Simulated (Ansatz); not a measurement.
# HfC (model cell, started as CsCl type): a soft mode frozen in, part 2 of 2

Wanted: the energy along a soft mode of HfC (model cell, started as CsCl type) and the structure at the end.

Ansatz 0.2.0; DFT PBEsol, scalar-relativistic, plane waves, PAW.

So far, highest frequency on the path or at a solved wavevector (cm⁻¹): step 2 (response at finite wavevector) 472. Also lowest frequency on the path (cm⁻¹): step 2 -356.

The structure was built from a prototype and need not be the compound's stable phase.

### 5. Energy along the mode, all amplitudes (two of the runs are shown above)

An imaginary frequency means negative curvature, so the energy should fall and then rise again as anharmonic terms take over.

Numbers from this step:

* depth at the lowest point sampled: 159.2 meV/atom
* largest atomic shift at that point: 0.45 Å

Energy from the parent against largest atomic shift:

| largest atomic shift (Å) | energy from the parent (meV/atom) |
| --- | --- |
| 0.000 | 0 |
| 0.040 | -2.44 |
| 0.080 | -10.2 |
| 0.140 | -31.8 |
| 0.220 | -70.4 |
| 0.320 | -117 |
| 0.450 | -159 |
| 0.600 | -148 |

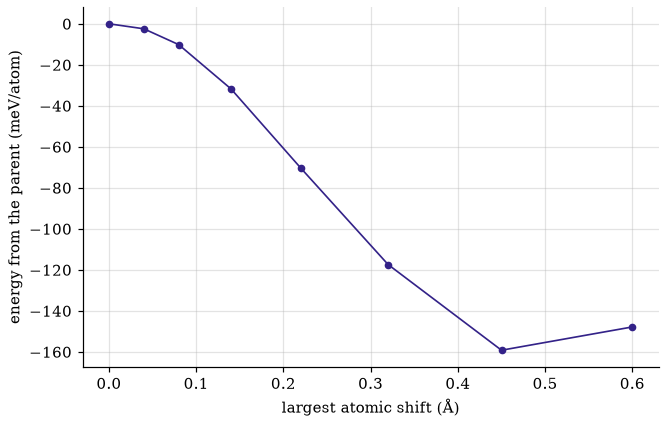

Energy from the parent against largest atomic shift.

Displacement at unit largest shift by atom:

| atom | x (Å) | y (Å) | z (Å) | size |
| --- | --- | --- | --- | --- |
| Hf1 | 0.00 | 0.00 | 0.00 | 0.00 |
| Hf2 | 0.00 | 0.00 | 0.00 | 0.00 |
| C3 | -1.00 | 0.00 | 0.00 | 1.00 |
| C4 | 1.00 | 0.00 | 0.00 | 1.00 |

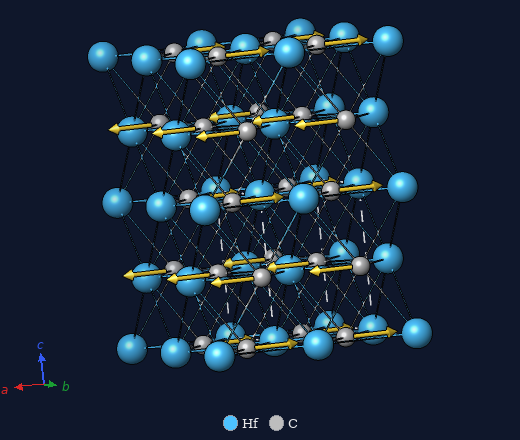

Displacement at unit largest shift as arrows, the longest 1 Å. 2×2×2 cells are drawn. Some periodic images of atoms are drawn too.

The lowest of the steps tried is at 0.45 Å, 159 meV/atom below the parent; the bottom of the well need not coincide with a step.

### 6. Relaxation from the frozen mode

Starting from the lowest point found, all atoms and the cell are let go, so that strain and other modes of the same symmetry can join in.

Contents of input.yaml:

```yaml
crystal:
  lattice:
    - [-2.8687710495, 0.0, 0.0]
    - [0.0, -2.8687710495, -2.8687710495]
    - [0.0, -2.8687710495, 2.8687710495]
  atoms:
    - { symbol: Hf, position: [1.0, 0.5, 0.5] }
    - { symbol: Hf, position: [1.0, 0.0, 0.0] }
    - { symbol: C, position: [0.6568615941, 0.0, 0.5] }
    - { symbol: C, position: [0.3431384059, 0.5, 0.0] }
kpoints:
  mp_grid: { grid: [14, 10, 10] }
hamiltonian:
  xc: pbesol
scf:
  occupations: { method: methfessel_paxton, width: 0.2 }
output:
  forces: true
  stress: true
  eigenvalues: true
relax:
  adjacent_minimum: "off"
  f_tol: 0.002
  max_steps: 120
  cell: { stress_tol: 0.03 }
```

Launch:

```
ansatz run input.yaml --threads 4 --pin off --max-ram 7168MiB --backend cpu --events-out ev --progress --plain --runs-dir out
```

Numbers of over 12 decimals in the logs are rounded to 6 here.

What it wrote:

```text
[...]
Crystal: 4 atoms, lattice volume = 47.219 Å³
Basis set: ecut = 420 eV, 929 PW (Γ), exchange–correlation on 40×60×60 points (8 copies of the dense FFT grid, shifted against one another)
Bands: 36, of which v1, the nominal top of the filled ones, is band 30 counted from 1 (29 counted from 0)
Symmetry: 16 space group operations
[...]
k-points: 168 of 1400
[...]
SCF iter   1: F=—  HF=-31688.704873 eV  |F-HF|=—  |Δ(HF+E_count)|=         —  Δρ=1.38e-2  dr2=1.12e-1  ethr=1.77e-3  ⟨swp⟩=4.4  Hψ=18809  notcnv=0  defer=1
[...]
SCF iter   7: F=-31688.683117 eV  HF=-31688.683117 eV  |F-HF|=3.28e-8  |Δ(HF+E_count)|=   1.22e-8  S|Δr|=    0.00e0  Δρ=8.73e-6  dr2=2.96e-8  ethr=1.67e-10  ⟨swp⟩=8.3  Hψ=25856  notcnv=0
SCF 1 converged in 7 iterations: F = -31688.683117 eV  dr2 = 2.96e-8
[...]
relax step   1: F+E_penalty+E_count = -31688.68311727 eV  Δ(F+E_penalty+E_count) = +0.000e0 eV  max|allowed force component| = 3.686e-1 eV/Å  Δτ_max = 0.0000 Å  P = +13.927 GPa  Ω = 47.219 Å³  (7 SCF iters, dr2 threshold 1.00e-7 eV, accepted)
Crystal: 4 atoms, lattice volume = 51.314 Å³
Basis set: ecut = 420 eV, 1009 PW (Γ), exchange–correlation on 40×60×60 points (8 copies of the dense FFT grid, shifted against one another)
[...]
SCF iter   8: F=-31689.003647 eV  HF=-31689.003647 eV  |F-HF|=6.94e-9  |Δ(HF+E_count)|=   2.26e-7  S|Δr|=    0.00e0  Δρ=4.08e-6  dr2=5.68e-9  ethr=2.62e-10  ⟨swp⟩=4.4  Hψ=22037  notcnv=0
SCF 2 converged in 8 iterations: F = -31689.003647 eV  dr2 = 5.68e-9
relax step   2: F+E_penalty+E_count = -31689.00364717 eV  Δ(F+E_penalty+E_count) = -3.205e-1 eV  max|allowed force component| = 4.137e-1 eV/Å  Δτ_max = 0.1001 Å  P = -3.710 GPa  Ω = 51.314 Å³  energy of the carried Pulay correction = -7.776e-3 eV  (8 SCF iters, dr2 threshold 4.00e-7 eV, accepted)
Crystal: 4 atoms, lattice volume = 51.009 Å³
[...]
SCF iter   6: F=-31689.024751 eV  HF=-31689.024751 eV  |F-HF|=1.03e-7  |Δ(HF+E_count)|=   1.04e-6  S|Δr|=    0.00e0  Δρ=1.72e-5  dr2=8.51e-8  ethr=6.67e-10  ⟨swp⟩=6.3  Hψ=30336  notcnv=0
SCF 3 converged in 6 iterations: F = -31689.024751 eV  dr2 = 8.51e-8
relax step   3: F+E_penalty+E_count = -31689.02475081 eV  Δ(F+E_penalty+E_count) = -2.110e-2 eV  max|allowed force component| = 2.473e-1 eV/Å  Δτ_max = 0.0214 Å  P = -1.291 GPa  Ω = 51.009 Å³  energy of the carried Pulay correction = -7.220e-3 eV  (6 SCF iters, dr2 threshold 4.00e-7 eV, accepted)
[...]
relax step   4: F+E_penalty+E_count = -31689.03646015 eV  Δ(F+E_penalty+E_count) = -1.171e-2 eV  max|allowed force component| = 1.405e-4 eV/Å  Δτ_max = 0.0459 Å  P = +0.721 GPa  Ω = 51.234 Å³  energy of the carried Pulay correction = -7.630e-3 eV  (6 SCF iters, dr2 threshold 4.00e-7 eV, accepted)
[...]
relax step   5: F+E_penalty+E_count = -31689.03663331 eV  Δ(F+E_penalty+E_count) = -1.732e-4 eV  max|allowed force component| = 1.894e-3 eV/Å  Δτ_max = 0.0058 Å  P = +0.155 GPa  Ω = 51.454 Å³  energy of the carried Pulay correction = -8.030e-3 eV  (5 SCF iters, dr2 threshold 4.00e-7 eV, accepted)
[...]
relax step   6: F+E_penalty+E_count = -31689.03654133 eV  Δ(F+E_penalty+E_count) = +9.198e-5 eV  max|allowed force component| = 9.488e-4 eV/Å  Δτ_max = 0.0012 Å  P = -0.005 GPa  Ω = 51.518 Å³  energy of the carried Pulay correction = -8.147e-3 eV  (5 SCF iters, dr2 threshold 6.58e-8 eV, accepted)
[...]
relax step   7: F+E_penalty+E_count = -31689.03654801 eV  Δ(F+E_penalty+E_count) = -6.678e-6 eV  max|allowed force component| = 2.698e-4 eV/Å  Δτ_max = 0.0001 Å  P = -0.002 GPa  Ω = 51.515 Å³  energy of the carried Pulay correction = -8.141e-3 eV  (5 SCF iters, dr2 threshold 3.18e-9 eV, accepted)
[...]
relax step   8: F+E_penalty+E_count = -31689.04941996 eV  Δ(F+E_penalty+E_count) = -1.287e-2 eV  max|allowed force component| = 2.497e-3 eV/Å  Δτ_max = 0.0000 Å  P = +0.231 GPa  Ω = 51.515 Å³  stress off target by 3.18e-1 GPa  SCF on the basis re-selected at this cell (its energy is not comparable with the rows above)  (7 SCF iters)
[...]
relax step   9: F+E_penalty+E_count = -31689.04936194 eV  Δ(F+E_penalty+E_count) = +5.803e-5 eV  max|allowed force component| = 6.102e-4 eV/Å  Δτ_max = 0.0024 Å  P = +0.005 GPa  Ω = 51.600 Å³  energy of the carried Pulay correction = -1.353e-4 eV  (5 SCF iters, dr2 threshold 2.54e-7 eV, accepted)
[...]
SCF iter   6: F=-31689.049490 eV  HF=-31689.049490 eV  |F-HF|=7.28e-12  |Δ(HF+E_count)|=    0.00e0  S|Δr|=    0.00e0  Δρ=6.50e-8  dr2=2.10e-12  ethr=1.00e-12  ⟨swp⟩=6.1  Hψ=30094  notcnv=0
SCF 10 converged in 6 iterations: F = -31689.049490 eV  dr2 = 2.10e-12
relax step  10: F+E_penalty+E_count = -31689.04949044 eV  Δ(F+E_penalty+E_count) = -1.285e-4 eV  max|allowed force component| = 5.868e-4 eV/Å  Δτ_max = 0.0000 Å  P = +0.006 GPa  Ω = 51.600 Å³  stress off target by 6.71e-3 GPa  SCF on the basis re-selected at this cell (its energy is not comparable with the rows above)  (6 SCF iters)
[...]
SCF converged after 6 iterations
[...]
Free energy (F): -31689.049490 eV
[...]
Internal energy: -31689.048495 eV  (E = F + TS)
E sigma→0 (E₀):  -31689.049242 eV
Entropy (-TS):   -0.000996 eV (-0.249 meV/atom)
Fermi energy:    19.515254 eV
[...]
--- Forces (eV/Å), atoms counted from 1 ---
  atom   1  Hf     0.00000000     0.00000000     0.00000000
  atom   2  Hf    -0.00000000    -0.00000000     0.00000000
  atom   3  C     -0.00058679    -0.00000000     0.00000000
  atom   4  C      0.00058679     0.00000000    -0.00000000
  max |Σ_I F_I| component: 2.80e-17 eV/Å
--- Stress (GPa, compression-positive) ---
        0.006711       0.000000      -0.000000
        0.000000       0.006372       0.000000
       -0.000000       0.000000       0.006372
  P = ⅓ Tr σ = 0.0065 GPa (0.065 kbar)
--- Band table (eV; the first three rows and the last of 168) ---
  k-point 0: bands = [... 26 lower, 17.4112, 17.9324, 18.3751, 19.2175, 19.2175, 21.3245, 23.5224, 24.9363, ... 2 higher]
  k-point 1: bands = [... 26 lower, 17.3945, 17.7864, 18.6484, 18.9723, 19.4955, 21.3802, 23.4166, 24.2765, ... 2 higher]
  k-point 2: bands = [... 26 lower, 17.3491, 17.5409, 18.4057, 18.9649, 20.1278, 21.4646, 23.1663, 23.7837, ... 2 higher]
  k-point 167: bands = [... 26 lower, 16.3464, 16.3464, 17.2785, 17.2785, 22.3884, 22.3884, 22.7989, 22.7989, ... 2 higher]
--- Relaxed structure (8 steps of the walk, 8 accepted, 2 SCFs on fresh bases) ---
  F+E_penalty+E_count = -31689.04949044 eV   max|allowed force component| = 5.868e-4 eV/Å   (the final SCF, on the basis selected at the relaxed cell)
  cell:  # Å, volume = 51.5997 Å³
    - [-2.859272, 0, 0]
    - [0, -3.003869, -3.003869]
    - [0, -3.003869, 3.003869]
  atoms:
    - { symbol: Hf, position: [1.000000, 0.5, 0.5] }
    - { symbol: Hf, position: [1.000000, 0, 0] }
    - { symbol: C, position: [0.718552, 0.0, 0.5] }
    - { symbol: C, position: [0.281448, 0.5, 0.0] }
```

Elapsed: 40 s, on 4 threads of Arm Neoverse V2, shared host; peak memory 0.54 GiB; 2.6 min of CPU time.

Step by step:

| step | energy less that of the first step (eV) | largest force component (eV/Å) | pressure (GPa) | volume (Å³) |
| --- | --- | --- | --- | --- |
| 1 | 0.0000 | 0.3686 | 13.93 | 47.22 |
| 2 | -0.3205 | 0.4137 | -3.71 | 51.31 |
| 3 | -0.3416 | 0.2473 | -1.29 | 51.01 |
| 4 | -0.3533 | 0.0001 | 0.72 | 51.23 |
| 5 | -0.3535 | 0.0019 | 0.15 | 51.45 |
| 6 | -0.3534 | 0.0009 | -0.01 | 51.52 |
| 7 | -0.3534 | 0.0003 | 0.00 | 51.51 |
| 8* | -0.3663 | 0.0025 | 0.23 | 51.51 |
| 9 | -0.3662 | 0.0006 | 0.01 | 51.60 |
| 10* | -0.3664 | 0.0006 | 0.01 | 51.60 |

Relaxation steps marked * repeat the geometry before them on a plane-wave basis chosen anew for their cell, so energy and pressure can jump there.

Forces are held to the 16 operations that the run works with; a distortion that breaks them can't arise in this run.

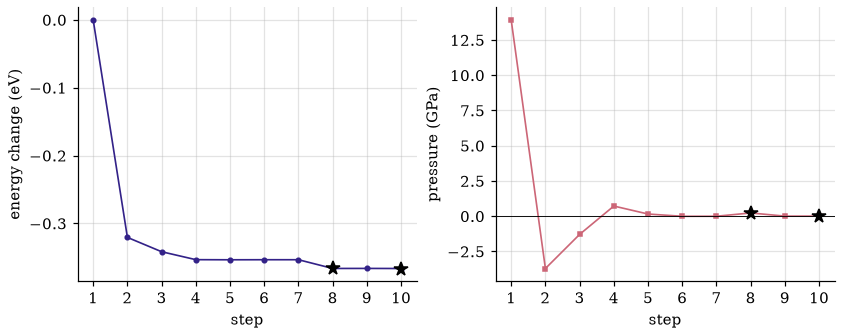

Energy and pressure along the relaxation. Stars mark steps on a basis chosen anew.

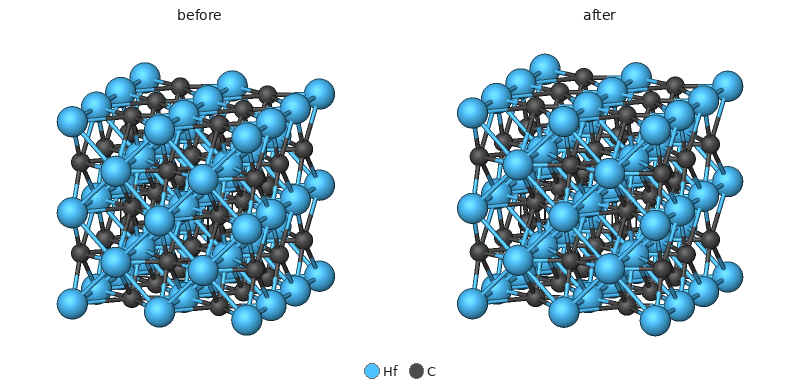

Before and after, at one scale.

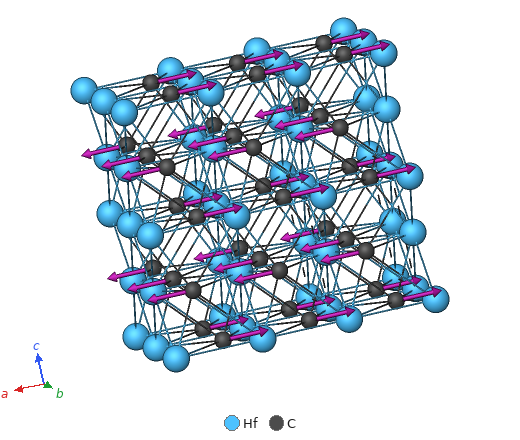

Displacements in the relaxation, exaggerated, measured against the changing cell; the longest in the cell stands for 0.18 Å. 3×2×2 cells are drawn. Some periodic images of atoms are drawn too.

| cell as run | before | after | change |
| --- | --- | --- | --- |
| a (Å) | 2.869 | 2.859 | -0.3 % |
| b (Å) | 4.057 | 4.248 | +4.7 % |
| c (Å) | 4.057 | 4.248 | +4.7 % |
| volume (Å³/atom) | 11.80 | 12.90 | +9.3 % |

The atoms that moved most (Å, as changes of fractional coordinates times the final cell):

| atom | dx | dy | dz | length |
| --- | --- | --- | --- | --- |
| C4 | 0.176 | 0.000 | 0.000 | 0.176 |
| C3 | -0.176 | 0.000 | 0.000 | 0.176 |

Final coordinates:

```xyz
4
Lattice="-2.8593 0.0000 0.0000 0.0000 -3.0039 -3.0039 0.0000 -3.0039 3.0039" Properties=species:S:1:pos:R:3 pbc="T T T"
Hf   -2.8593   -3.0039    0.0000
Hf   -2.8593    0.0000    0.0000
C    -2.0545   -1.5019    1.5019
C    -0.8047   -1.5019   -1.5019
```

Numbers from this step:

```yaml
pressure: 0.006485 GPa
volume_per_atom: 12.90 Å³
```

The distorted start has space group P4/nmm; the relaxation ends in P4/nmm.

### 7. The new phase in its own primitive cell

The relaxed structure is symmetrised, reduced to its primitive cell and relaxed tightly, as its phonons need.

input.yaml, the sections that differ from step 6:

```yaml
crystal:
  lattice:
    - [4.2481115977, 0.0, 0.0]
    - [0.0, 4.2481115977, 0.0]
    - [0.0, 0.0, 2.8592715205]
  atoms:
    - { symbol: Hf, position: [0.5, 0.5, 0.0] }
    - { symbol: Hf, position: [0.0, 0.0, 0.0] }
    - { symbol: C, position: [0.0, 0.5, 0.7185518264] }
    - { symbol: C, position: [0.5, 0.0, 0.2814481736] }
kpoints:
  mp_grid: { grid: [10, 10, 14] }
relax:
  adjacent_minimum: "off"
  f_tol: 0.001
  max_steps: 60
  cell: { stress_tol: 0.01 }
# hamiltonian, scf, output: as in step 6
```

What it wrote:

```text
[...]
Crystal: 4 atoms, lattice volume = 51.600 Å³
Basis set: ecut = 420 eV, 1009 PW (Γ), exchange–correlation on 60×60×40 points (8 copies of the dense FFT grid, shifted against one another)
Bands: 36, of which v1, the nominal top of the filled ones, is band 30 counted from 1 (29 counted from 0)
Symmetry: 16 space group operations
[...]
k-points: 168 of 1400
[...]
--- Relaxed structure (1 steps of the walk, 1 accepted, 1 SCFs on fresh bases) ---
[...]
cell:  # Å, volume = 51.5997 Å³
    - [4.2481115977, 0.0, 0.0]
    - [0.0, 4.2481115977, 0.0]
    - [0.0, 0.0, 2.8592715205]
  atoms:
    - { symbol: Hf, position: [0.5, 0.5, 0.0] }
    - { symbol: Hf, position: [0.0, 0.0, 0.0] }
    - { symbol: C, position: [0.0, 0.5, 0.718552] }
    - { symbol: C, position: [0.5, 0.0, 0.2814481736] }
[key lines of the parts left out:]
SCF converged after 5 iterations
Free energy (F): -31689.049490 eV
Fermi energy:    19.515254 eV
P = ⅓ Tr σ = 0.0065 GPa (0.065 kbar)
```

Wall time 9.8 s (4 threads); peak memory 0.54 GiB; 38 s of CPU time.

Little changed from the start: no atom moved by 0.005 Å and no cell edge by 0.1 %.

Numbers from this step:

* pressure: 0.006488 GPa

The largest force component left is 0.59 meV/Å and the pressure is 0.006 GPa, within the tolerances set. The cell now holds 12.90 Å³/atom.

### 8. Modes of the new phase, k-mesh 10×10×14

A relaxed structure may still be a saddle point, so its zone-centre modes are computed. No field response is asked, since the mesh shows no gap.

Edit input.yaml of step 7 so:

```diff
@@ -17,9 +17,4 @@
 output:
-  forces: true
-  stress: true
   eigenvalues: true
-relax:
-  adjacent_minimum: "off"
-  f_tol: 0.001
-  max_steps: 60
-  cell: { stress_tol: 0.01 }
+phonons:
+  method: dfpt
```

What it wrote:

```text
zone centre: on kpoints.mp_grid the ground state, and the responses unless they are solved on pairs of k-points, stand on 288 of the mesh's 1400 k-points, reduced under 4 symmetry operations, with k and −k counted as one. Each operation leaves every solved displacement unchanged or reverses it
[...]
Crystal: 4 atoms, lattice volume = 51.600 Å³
Basis set: ecut = 420 eV, 1009 PW (Γ), exchange–correlation on 60×60×40 points (8 copies of the dense FFT grid, shifted against one another)
Bands: 36, of which v1, the nominal top of the filled ones, is band 30 counted from 1 (29 counted from 0)
Symmetry: 16 space group operations
k-points: 288 of 1400 (irreducible under 4 space group operations, time reversal used)
[...]
SCF iter   1: F=—  HF=-31689.077252 eV  |F-HF|=—  |Δ(HF+E_count)|=         —  Δρ=1.35e-2  dr2=1.36e-1  ethr=1.77e-3  ⟨swp⟩=4.1  Hψ=31947  notcnv=0
[...]
SCF iter  11: F=-31689.049490 eV  HF=-31689.049490 eV  |F-HF|=7.28e-12  |Δ(HF+E_count)|=  3.64e-12  S|Δr|=    0.00e0  Δρ=4.11e-8  dr2=8.42e-13  ethr=1.00e-12  ⟨swp⟩=9.8  Hψ=54243  notcnv=0
SCF 1 converged in 11 iterations: F = -31689.049490 eV  dr2 = 8.42e-13
[...]
DFPT response loops at Γ: preconditioner auto → Kerker (q_TF=auto, 2.798 Å⁻¹) (partly filled bands, converged f_vac=0.000); β = 1.00, the filter's whole step (`scf.mixing.beta` (0.50) is not read by the response loops under this deck's `scf.mixing.preconditioner`; to damp them name `kerker` or `kerker_dos`, under which they read `scf.mixing.beta`, and type it under 1.00, their step now; both keys bind the ground state too); Broyden in place of MSR1
SCF converged after 11 iterations
[...]
Free energy (F): -31689.049490 eV
[...]
Internal energy: -31689.048495 eV  (E = F + TS)
E sigma→0 (E₀):  -31689.049241 eV
Entropy (-TS):   -0.000996 eV (-0.249 meV/atom)
Fermi energy:    19.515254 eV
[...]
--- Band table (eV; the first three rows and the last of 288) ---
  k-point 0: bands = [... 26 lower, 17.4112, 17.9324, 18.3751, 19.2175, 19.2175, 21.3245, 23.5224, 24.9363, ... 2 higher]
  k-point 1: bands = [... 26 lower, 17.2703, 17.9839, 18.6550, 19.2122, 19.2122, 20.9737, 23.2456, 24.9040, ... 2 higher]
  k-point 2: bands = [... 26 lower, 16.9028, 18.1328, 19.1695, 19.1695, 19.4754, 20.1060, 22.8793, 24.7787, ... 2 higher]
  k-point 287: bands = [... 26 lower, 16.3464, 16.3464, 17.2785, 17.2785, 22.3884, 22.3884, 22.7989, 22.7989, ... 2 higher]
--- Phonons (Γ-DFPT): 4 representative perturbations + reference, on 288 of 1400 k-points (Σ response iterations 14) ---
  k mesh reduced under 4 symmetry operations, with k and −k counted as one. Each operation leaves every solved displacement unchanged or reverses it
  ASR residual: 2.438e-5 → 0.000e0 eV/Å²; symmetrization residual: 4.587e-7 eV/Å²
  ASR residual per site (eV/Å²): 2.57e-6 2.57e-6 2.44e-5 2.44e-5
  Γ frequencies (cm⁻¹): -44.42 0.00 0.00 0.00 195.40 195.40 342.90 377.55 377.55 386.29 488.21 488.21
  non-analytic LO–TO correction: not included (Born effective charges unavailable; polar crystals: no LO–TO splitting at Γ)
```

Run time: 79 s. Hardware: 4 threads; peak memory 1.8 GiB; 4.9 min of CPU time.

This step gave:

```
sum-rule residual before enforcement                    : 2.44e-5 eV/Å²
point group                                             : 4/mmm
highest optical mode at the zone centre (no LO-TO term) : 488.2 cm⁻¹
lowest optical zone-centre mode                         : -44.42 cm⁻¹
```

Patterns of degenerate modes are one choice out of their space. The modes at Γ (shares of kinetic energy by element, %) (negative means imaginary):

| mode | frequency (cm⁻¹) | symmetry | Hf % | C % |
| --- | --- | --- | --- | --- |
| 1 | -44.4 | B1g | 100 | 0 |
| 2 | 0.0 | acoustic | 94 | 6 |
| 3 | 0.0 | acoustic | 94 | 6 |
| 4 | 0.0 | acoustic | 94 | 6 |
| 5 | 195.4 | Eg | 99 | 1 |
| 6 | 195.4 | Eg | 99 | 1 |
| 7 | 342.9 | A2u | 6 | 94 |
| 8 | 377.6 | Eu | 6 | 94 |
| 9 | 377.6 | Eu | 6 | 94 |
| 10 | 386.3 | A1g | 0 | 100 |
| 11 | 488.2 | Eg | 1 | 99 |
| 12 | 488.2 | Eg | 1 | 99 |

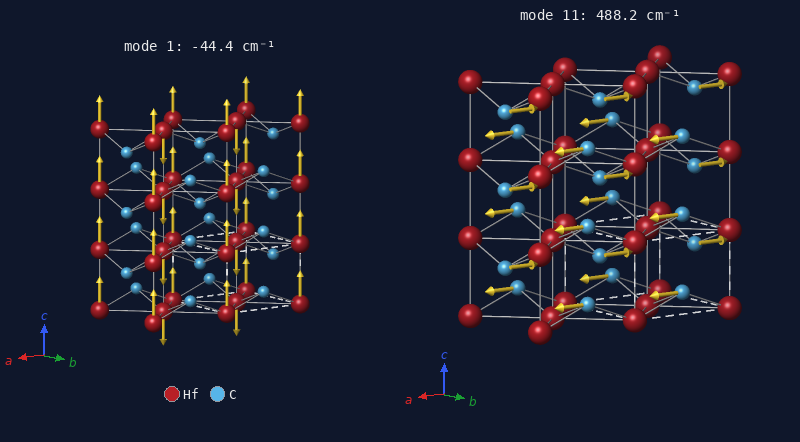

Displacement patterns of modes 1 and 11 at Γ; arrows are exaggerated. 2×1×3 cells are drawn. Some periodic images of atoms are drawn too.

Before it was imposed, the acoustic sum rule was missed by 2.4e-5 eV/Å². Small misses are needed for a sound result but don't prove that mesh and cutoff are converged. The lowest optical mode is imaginary, 44.4i cm⁻¹, so the energy falls along it.

### 9. Results

```json
{
  "unstable mode of the parent": "q = (0, -0.5, -0.5), 356i cm⁻¹",
  "depth at the lowest point sampled": "159 meV/atom",
  "largest atomic shift at that point": "0.45 Å",
  "space group reached (within 0.01 Å)": "P4/nmm",
  "energy gained over the parent (first relaxation, on the mesh of the frozen mode)": "251 meV/atom",
  "volume per atom, phase reached": "12.9 Å³",
  "lowest optical zone-centre mode, phase reached": "-44.4 cm⁻¹",
  "highest optical mode at the zone centre (no LO-TO term), phase reached": "488 cm⁻¹"
}
```

**Reading.** Along this mode the structure falls into P4/nmm, 251 meV/atom below the parent. At the parent's cell the well is 159.2 meV/atom deep on the steps tried, with its lowest point at a shift of 0.45 Å. Relaxing atoms and cell changes the gain by +91.66 meV/atom against the lowest step (energies at zero smearing). The new phase still has an imaginary mode at the zone centre of its cell, so it is a saddle point on the way to a lower structure. Of the 2 patterns followed to their end from this parent, this one reaches the lowest energy. Each path keeps the symmetry of its pattern, so a lower phase may lie along a pattern not tried. With no gap, or one that is small against the smearing, the frequencies hang on the k mesh and the smearing, most of all near Kohn anomalies. Spin-orbit coupling is left out, which can matter for the heavy elements here. The starting cell was built on a prototype and not taken from a measurement, so the phase need not exist.

[Logs are printed without paths, hosts, clocks, repeated set-up lines and the standing remarks that a program may print on its own settings, such as how far it seeks lower states.]

[Hosts, paths, dates, database ids (printed as entryN), source tags and the programs' standing remarks are cut or masked in the printed files.]
